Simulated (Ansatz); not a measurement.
Cost and result by functional for the adsorption energy of CO on the 1x1 (101) surface of anatase TiO2 (cut with top plane O), one in a 2x1 cell, started at the site 'top O', in Ansatz (plane waves, PAW). Single points on the PBE structure, on one kind of machine; costs are rough ratios of the slab run's core time (references not counted) to the cheapest single point. r2SCAN's cost holds its higher cutoff (500 against 420 eV). Differences are taken against HSE06 for comparison alone: no measured value is at hand, so the table doesn't rank accuracy. HSE06 ran on a coarser k-mesh, which lowers its cost and may carry part of its shift.

Host crystal: anatase TiO2, with a band gap (PBE, scalar-relativistic without spin-orbit coupling).

Model: 38-atom slab, 9.4 Å thick at the start under the adsorbate (thin: gaps and levels are the slab's own), 3x4x1 mesh, Fermi-Dirac 0.01 eV, dipole correction, 14 atoms held, the rest relaxed; no symmetry held; no spin, no spin-orbit, no U, no dispersion correction. At the end it is bonded to Ti. In PBE it is, or lies within 0.03 eV of, the lowest of the starts that converged. These notes are the PBE run's. Adsorption energies are against CO(g). A negative adsorption energy means that the adsorbate is more stable on the surface than in its reference.

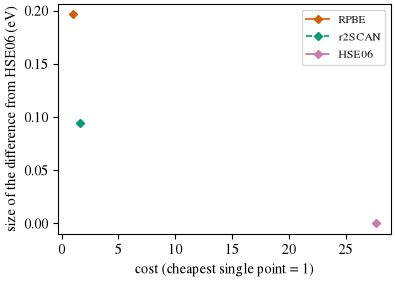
Fig. 1. Difference from HSE06 against cost

| functional | relative cost | adsorption energy (eV) | less HSE06 (eV) |
|---|---|---|---|
| RPBE | 1 | -0.06 | 0.20 |
| r2SCAN | 2 | -0.35 | -0.09 |
| HSE06 | 30 | -0.26 | 0.00 |
| PBE (the relaxed run's value) | – | -0.24 | 0.02 |

The values span 0.29 eV, while the single points' costs differ by a factor of roughly 30. Differences are of unrounded values.

Ansatz is a quantum-chemistry and plane-wave program.
